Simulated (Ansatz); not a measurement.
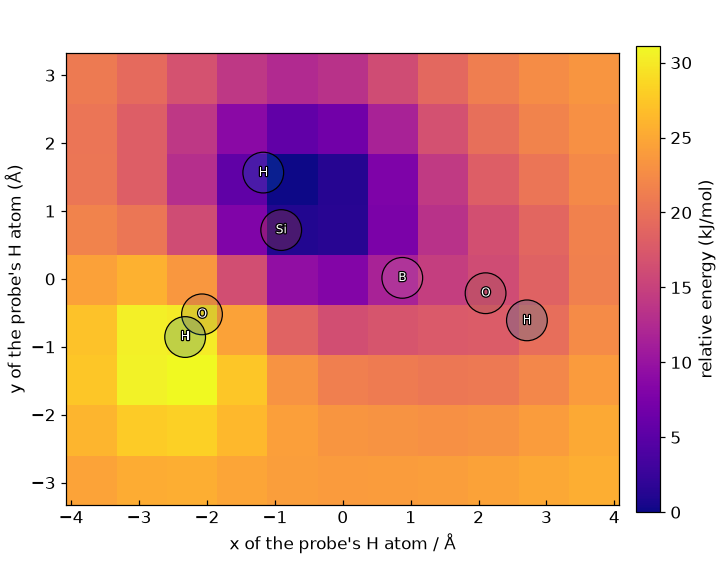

Energy landscape of BH₃O₂Si (SMILES OB=[SiH]O) with the probe HF. The probe is moved over a plane parallel to the molecule's main plane, 2.99 Å above it. The first coordinate is: x of the probe's H atom; the second: y of the probe's H atom. Nothing is relaxed (molecule and probe rigid, the probe upright with H nearest the plane). The scan uses an 11 × 9 grid. All energies are given in kJ/mol relative to the lowest grid point. These are results of Ansatz 0.2.0, RKS PBE0-D4/def2-SVPD, not measurements.

In the figure: one coloured cell a grid point, labelled circles for the molecule's atoms, projected on the plane. 

Q: Summarise what can be read from the map.

A: The lowest grid point is at x of the probe's H atom = −0.74 Å, y of the probe's H atom = 1.48 Å. The bottom of the well lies between grid points, at about x of the probe's H atom = −0.47 Å, y of the probe's H atom = 1.17 Å, about 1.1 kJ/mol lower on the interpolated surface. No other kind of well shows on this grid. The highest grid point, x of the probe's H atom = −2.22 Å, y of the probe's H atom = −1.48 Å, lies 31.1 kJ/mol above the lowest. Near the minimum the curvatures are about 0.13 and 0.17 eV/Å² along the soft and the stiff direction.

Grid values (kJ/mol):

| y of the probe's H atom ↓, x of the probe's H atom → | −3.70 | −2.96 | −2.22 | −1.48 | −0.74 | 0.00 | 0.74 | 1.48 | 2.22 | 2.96 | 3.70 |
| --- | --- | --- | --- | --- | --- | --- | --- | --- | --- | --- | --- |
| 2.96 | 20.9 | 19.2 | 16.7 | 14.0 | 12.5 | 13.4 | 16.1 | 19.1 | 21.2 | 22.5 | 23.4 |
| 2.22 | 20.4 | 18.1 | 14.0 | 8.8 | 5.5 | 6.8 | 11.7 | 16.6 | 19.7 | 21.7 | 23.0 |
| 1.48 | 20.5 | 18.1 | 13.0 | 5.5 | 0.0 | 1.3 | 7.8 | 14.2 | 18.0 | 20.3 | 22.3 |
| 0.74 | 21.8 | 20.5 | 16.1 | 8.0 | 1.1 | 1.4 | 7.6 | 13.4 | 16.5 | 18.9 | 21.6 |
| 0.00 | 24.4 | 25.7 | 23.5 | 16.3 | 9.4 | 8.2 | 11.6 | 14.7 | 16.1 | 18.4 | 21.5 |
| −0.74 | 27.0 | 30.4 | 30.2 | 24.6 | 18.5 | 16.4 | 17.1 | 17.6 | 17.8 | 19.7 | 22.4 |
| −1.48 | 27.4 | 30.6 | 31.1 | 27.4 | 23.2 | 21.4 | 21.0 | 20.7 | 20.7 | 22.1 | 23.9 |
| −2.22 | 26.0 | 27.8 | 28.2 | 26.3 | 24.2 | 23.4 | 23.1 | 23.0 | 23.2 | 24.1 | 25.1 |
| −2.96 | 24.7 | 25.4 | 25.5 | 24.8 | 24.1 | 23.9 | 24.0 | 24.2 | 24.5 | 25.0 | 25.5 |

Time for the 99 points that were run: 13 min on 1 thread of Arm Neoverse V1, with other jobs on the host.
